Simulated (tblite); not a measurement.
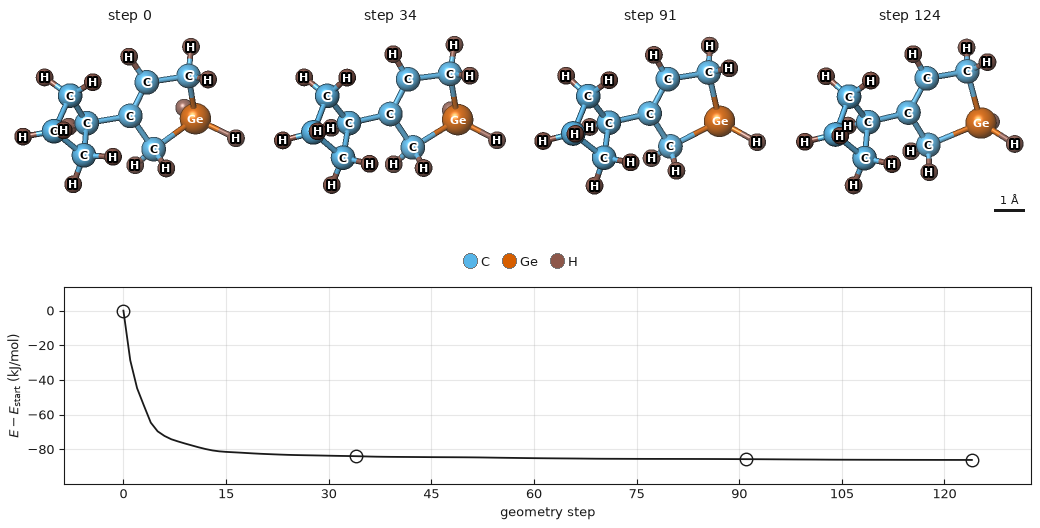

Frames of a relaxation of C₈H₁₄Ge, marked on the history of the run. Style: ball-and-stick. Shown at a tilt.

Theory: tblite, GFN2-xTB geometry optimisation, gas phase. 

Describe the path.

Answer. The atom that moves furthest after the best rigid fit is an H atom (1.04 Å). By element the largest moves are H 1.04 Å, C 0.36 Å, Ge 0.32 Å. Some distances before and after: C–H 1.137 → 1.081 Å, C–C 1.277 → 1.326 Å, C–C 1.531 → 1.495 Å, C–C 1.505 → 1.540 Å. Bond angles that change, for instance: H–C–H 119.2° → 109.3°, H–Ge–H 115.4° → 106.4°, C–C–H 107.9° → 116.8°. Groups turn about C–Ge by about 30°, C–Ge by about 30°, C–C by about 25°. Over 124 geometry steps the energy falls by 86.2 kJ/mol. Cost: 2 s on 1 thread of Arm Neoverse N1, with other jobs on the host. From step 0 to 34: an H atom moves most (0.28 Å), energy −84.0 kJ/mol. From step 34 to 91: an H atom moves most (0.40 Å), energy −1.72 kJ/mol. From step 91 to 124: an H atom moves most (0.46 Å), energy −0.45 kJ/mol.

```
step  E − E(0), kJ/mol
   0              0.00
   1            -28.68
   2            -44.78
   3            -54.84
   4            -64.63
   5            -69.64
   6            -72.31
   7            -74.22
   8            -75.51
   9            -76.68
  10            -77.79
  16            -81.72
  22            -82.93
  28            -83.55
  34            -83.99
  40            -84.41
  46            -84.56
  52            -84.71
  58            -85.04
  64            -85.27
  70            -85.47
  76            -85.55
  82            -85.59
  88            -85.65
  94            -85.77
 100            -85.92
 106            -86.03
 112            -86.09
 118            -86.13
 124            -86.16
```
